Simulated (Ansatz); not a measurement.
## Nudged elastic band of C$_{2}$H$_{6}$OSSi (part 2 of 2)

The same run, continued: C$_{2}$H$_{6}$OSSi; RKS PBE-D4/def2-SVP (Ansatz 0.2.0). It belongs to a series of runs on one base structure; here: band between the two ends.

Geometry of the input (Å):
```
O  -1.7945  -0.4039  1.1754
C  -0.7875  0.1818  1.5443
Si 0.7572  0.5047  0.3997
C  0.3186  0.0060  -1.3706
S  -0.1812  -1.7673  -1.4243
H  -0.7414  0.5886  2.6069
H  1.9162  -0.2897  0.9360
H  1.0720  1.9758  0.5483
H  -0.4701  0.6565  -1.8028
H  1.2071  0.0967  -2.0282
H  -1.2310  -1.6060  -0.5640
```

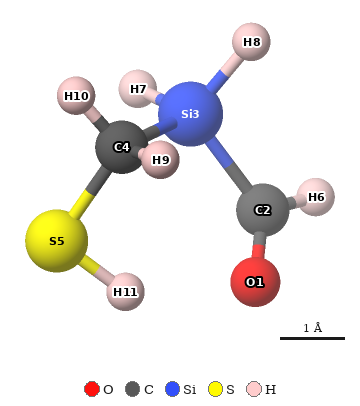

*The starting structure (ball-and-stick view, seen at a tilt; atoms are numbered from 1 in the order of the input).*

```
Total energy: -22904.96183754 eV, -841.7418219890 hartree
Atom 0 at    -1.462199    -0.717053     1.237223 Å, force    -0.021726    -0.014635    -0.010985 eV/Å
Atom 1 at    -0.637576     0.059181     1.703158 Å, force     0.004562     0.006336     0.013397 eV/Å
Atom 2 at     0.769388     0.774524     0.558931 Å, force     0.014100     0.006450    -0.014150 eV/Å
Atom 3 at     0.449456     0.110618    -1.123107 Å, force    -0.007745     0.028863     0.017124 eV/Å
Atom 4 at    -0.265918    -1.524570    -1.286282 Å, force    -0.010931    -0.016610     0.005262 eV/Å
Atom 5 at    -0.703087     0.342756     2.806076 Å, force     0.008907    -0.003288    -0.001532 eV/Å
Atom 6 at     2.066728     0.372389     1.229398 Å, force    -0.001658     0.003699     0.001716 eV/Å
Atom 7 at     0.712469     2.282898     0.605245 Å, force    -0.001370    -0.004583    -0.000817 eV/Å
Atom 8 at     0.221967     0.777708    -1.969028 Å, force     0.007908    -0.007021    -0.004286 eV/Å
Atom 9 at     0.600103    -1.058751    -2.319852 Å, force     0.012132    -0.000941    -0.008661 eV/Å
Atom 10 at    -1.685930    -1.476700    -1.421061 Å, force    -0.004179     0.001729     0.002932 eV/Å
Dipole moment:    -0.069346    -0.062936    -0.286286 e Å
this run last wrote the band of iteration 14 to [file]
```

## The last band as extended XYZ (Å, eV, eV/Å)
```
11
Properties=species:S:1:pos:R:3:forces:R:3 image=0 energy=-22908.48765
O    -1.7945   -0.4039    1.1754    0.0137  -0.0004   0.0077
C    -0.7875    0.1818    1.5443   -0.0136   0.0105  -0.0038
Si    0.7572    0.5047    0.3997   -0.0064  -0.0125   0.0030
C     0.3186    0.0060   -1.3706   -0.0026  -0.0056  -0.0078
S    -0.1812   -1.7673   -1.4243    0.0046   0.0030   0.0060
H    -0.7414    0.5886    2.6069    0.0010  -0.0045  -0.0006
H     1.9162   -0.2897    0.9360    0.0010   0.0001  -0.0011
H     1.0720    1.9758    0.5483    0.0001  -0.0011  -0.0028
H    -0.4701    0.6565   -1.8028   -0.0026   0.0025   0.0015
H     1.2071    0.0967   -2.0282    0.0055   0.0038   0.0008
H    -1.2310   -1.6060   -0.5640   -0.0007   0.0043  -0.0029
11
Properties=species:S:1:pos:R:3:forces:R:3 image=1 energy=-22908.47663
O    -1.8101   -0.3925    1.2183   -0.0041   0.0051  -0.0084
C    -0.7658    0.1318    1.5734   -0.0016   0.0060  -0.0057
Si    0.7278    0.5303    0.3884    0.0040  -0.0042   0.0017
C     0.3524   -0.0229   -1.3817   -0.0025   0.0063  -0.0007
S    -0.2718   -1.7559   -1.4094    0.0116  -0.0041   0.0026
H    -0.6395    0.4359    2.6641   -0.0120   0.0099  -0.0054
H     1.9488   -0.1482    0.9470   -0.0053  -0.0185  -0.0031
H     0.9237    2.0254    0.4978    0.0172  -0.0039   0.0067
H    -0.3455    0.6663   -1.9006   -0.0163  -0.0004   0.0076
H     1.2930   -0.0293   -1.9703   -0.0082   0.0159  -0.0094
H    -1.3476   -1.4978   -0.6063    0.0172  -0.0120   0.0141
11
Properties=species:S:1:pos:R:3:forces:R:3 image=2 energy=-22908.44003
O    -1.7843   -0.4356    1.2869   -0.0260   0.0332  -0.0197
C    -0.7323    0.0888    1.6150   -0.0152   0.0048  -0.0127
Si    0.7071    0.5555    0.3899   -0.0043  -0.0070  -0.0059
C     0.3834   -0.0620   -1.3746   -0.0042   0.0117  -0.0111
S    -0.3687   -1.7417   -1.4337    0.0222  -0.0001   0.0009
H    -0.5595    0.3583    2.7094   -0.0093  -0.0049  -0.0120
H     1.9857    0.0134    0.9708   -0.0141  -0.0454  -0.0109
H     0.7807    2.0647    0.4404    0.0229  -0.0104   0.0078
H    -0.2166    0.6659   -1.9587   -0.0241   0.0036  -0.0002
H     1.3566   -0.1607   -1.8985   -0.0009   0.0366  -0.0127
H    -1.4868   -1.4037   -0.7261    0.0530  -0.0220   0.0765
11
Properties=species:S:1:pos:R:3:forces:R:3 image=3 energy=-22908.35624
O    -1.6970   -0.5427    1.3464   -0.0838   0.0712   0.0034
C    -0.6871    0.0628    1.6594   -0.0253   0.0085  -0.0102
Si    0.7109    0.5880    0.4096   -0.0316  -0.0357  -0.0142
C     0.3964   -0.0996   -1.3424    0.0008   0.0085  -0.0218
S    -0.4308   -1.7431   -1.4355    0.0347  -0.0059  -0.0519
H    -0.5321    0.3751    2.7460    0.0232  -0.0194  -0.0088
H     2.0300    0.1667    1.0070   -0.0320  -0.0834  -0.0524
H     0.6990    2.1010    0.4148    0.0003  -0.0350  -0.0291
H    -0.1415    0.6501   -1.9584   -0.0401  -0.0187  -0.0134
H     1.3647   -0.2730   -1.8547    0.0682   0.1053   0.0411
H    -1.6472   -1.3423   -0.9714    0.0856   0.0046   0.1572
11
Properties=species:S:1:pos:R:3:forces:R:3 image=4 energy=-22908.13484
O    -1.5783   -0.6555    1.3376   -0.1467   0.1031   0.0802
C    -0.6425    0.0454    1.6743   -0.0580  -0.0190  -0.0232
Si    0.7501    0.6410    0.4375   -0.0831  -0.1191  -0.0546
C     0.3976   -0.1037   -1.3115   -0.0639  -0.0969  -0.0216
S    -0.4731   -1.7345   -1.3647   -0.0316  -0.0774  -0.1665
H    -0.5667    0.3879    2.7608    0.1189   0.0299  -0.0372
H     2.0726    0.2984    1.0831   -0.0270  -0.1374  -0.1653
H     0.6848    2.1579    0.4625   -0.0324  -0.1380  -0.1466
H    -0.0822    0.6782   -1.9387   -0.2289  -0.1574   0.0128
H     1.2703   -0.4202   -1.9124    0.5219   0.4479   0.3022
H    -1.7672   -1.3518   -1.2079    0.0308   0.1643   0.2199
11
Properties=species:S:1:pos:R:3:forces:R:3 image=5 energy=-22907.41638
O    -1.5107   -0.7026    1.2988   -0.2547   0.1113   0.1647
C    -0.6293    0.0420    1.6794   -0.0395  -0.0440  -0.0975
Si    0.7815    0.6983    0.4721   -0.0021  -0.2702  -0.2362
C     0.4254   -0.0589   -1.2991   -0.2034  -0.3991  -0.2617
S    -0.4523   -1.7000   -1.2954   -0.4391  -0.4012  -0.1154
H    -0.6194    0.3633    2.7776    0.2228   0.0932  -0.1290
H     2.0825    0.3624    1.1617    0.0137  -0.1253  -0.1988
H     0.6908    2.2202    0.5347   -0.0307  -0.2736  -0.2475
H     0.0254    0.7506   -1.9480   -0.5894  -0.1974   0.0922
H     1.0469   -0.6084   -2.0475    1.6008   1.2256   0.7265
H    -1.7755   -1.4240   -1.3136   -0.2783   0.2808   0.3027
11
Properties=species:S:1:pos:R:3:forces:R:3 image=6 energy=-22905.95644
O    -1.4775   -0.7137    1.2638   -0.2561   0.0924   0.1788
C    -0.6325    0.0505    1.6916   -0.0377  -0.0424  -0.1423
Si    0.7838    0.7430    0.5170    0.1403  -0.3306  -0.3732
C     0.4656    0.0086   -1.2477    0.2451  -0.9745  -1.1620
S    -0.3800   -1.6318   -1.2784   -1.1006  -1.0479   0.0655
H    -0.6675    0.3478    2.7967    0.2077   0.0814  -0.1280
H     2.0753    0.3738    1.2052    0.0300  -0.0587  -0.1218
H     0.7037    2.2616    0.5809   -0.0283  -0.2256  -0.2065
H     0.1398    0.7825   -1.9653   -0.6456   0.0241   0.0334
H     0.7841   -0.8177   -2.1686    1.8438   2.2759   1.4943
H    -1.7293   -1.4616   -1.3746   -0.3986   0.2059   0.3619
11
Properties=species:S:1:pos:R:3:forces:R:3 image=7 energy=-22904.96180
O    -1.4622   -0.7171    1.2372   -0.0217  -0.0146  -0.0110
C    -0.6376    0.0592    1.7032    0.0046   0.0063   0.0134
Si    0.7694    0.7745    0.5589    0.0141   0.0065  -0.0141
C     0.4495    0.1106   -1.1231   -0.0077   0.0289   0.0171
S    -0.2659   -1.5246   -1.2863   -0.0109  -0.0166   0.0053
H    -0.7031    0.3428    2.8061    0.0089  -0.0033  -0.0015
H     2.0667    0.3724    1.2294   -0.0017   0.0037   0.0017
H     0.7125    2.2829    0.6052   -0.0014  -0.0046  -0.0008
H     0.2220    0.7777   -1.9690    0.0079  -0.0070  -0.0043
H     0.6001   -1.0588   -2.3199    0.0121  -0.0009  -0.0087
H    -1.6859   -1.4767   -1.4211   -0.0042   0.0017   0.0029
11
Properties=species:S:1:pos:R:3:forces:R:3 image=8 energy=-22905.46850
O    -1.4521   -0.7199    1.2288    0.1198  -0.0540  -0.0069
C    -0.6450    0.0664    1.7143   -0.0174  -0.0032   0.0592
Si    0.7675    0.7987    0.5925   -0.0294   0.1555   0.1687
C     0.4382    0.1663   -1.0616   -0.1091   0.3526   0.3353
S    -0.1815   -1.4179   -1.2493    0.5030   0.5918   0.2258
H    -0.7308    0.3446    2.8132   -0.0927  -0.0186   0.0562
H     2.0620    0.3644    1.2517   -0.0041   0.0259   0.0807
H     0.7294    2.3007    0.6275    0.0296   0.1213   0.1103
H     0.2699    0.7982   -1.9472    0.2054   0.1095   0.1112
H     0.4353   -1.2754   -2.4526   -0.9392  -1.1914  -0.7541
H    -1.6277   -1.4831   -1.4967    0.3340  -0.0895  -0.3865
11
Properties=species:S:1:pos:R:3:forces:R:3 image=9 energy=-22906.02739
O    -1.4332   -0.7309    1.2404    0.0661  -0.0329   0.0417
C    -0.6505    0.0732    1.7322   -0.0140  -0.0069   0.0242
Si    0.7726    0.8158    0.6208   -0.0070   0.0420   0.0698
C     0.4403    0.2175   -1.0569   -0.0049   0.1522   0.0051
S    -0.1355   -1.3501   -1.2527    0.1161   0.1423   0.0077
H    -0.7573    0.3508    2.8293   -0.0482   0.0134   0.0395
H     2.0570    0.3570    1.2833   -0.0096   0.0204   0.0636
H     0.7537    2.3198    0.6644    0.0214   0.0590   0.0754
H     0.2916    0.8804   -1.9199    0.0374   0.1778   0.0537
H     0.2675   -1.5218   -2.5531   -0.3743  -0.5716  -0.2306
H    -1.5408   -1.4688   -1.5672    0.2168   0.0041  -0.1501
11
Properties=species:S:1:pos:R:3:forces:R:3 image=10 energy=-22906.13001
O    -1.3826   -0.7865    1.3195   -0.0012   0.0011   0.0011
C    -0.6562    0.0973    1.7546    0.0021  -0.0011  -0.0013
Si    0.7758    0.7962    0.6216   -0.0001  -0.0004  -0.0068
C     0.4250    0.2708   -1.0944   -0.0082   0.0001   0.0044
S    -0.1004   -1.3145   -1.2943    0.0018   0.0046   0.0044
H    -0.8126    0.4704    2.8199   -0.0002  -0.0001   0.0004
H     2.0291    0.2507    1.2780   -0.0002   0.0011   0.0002
H     0.8405    2.2994    0.7138    0.0004  -0.0025   0.0008
H     0.1803    1.0064   -1.8761    0.0038  -0.0005   0.0012
H     0.2378   -1.7024   -2.5894   -0.0025  -0.0015  -0.0011
H    -1.4713   -1.4448   -1.6326    0.0041  -0.0009  -0.0032
```
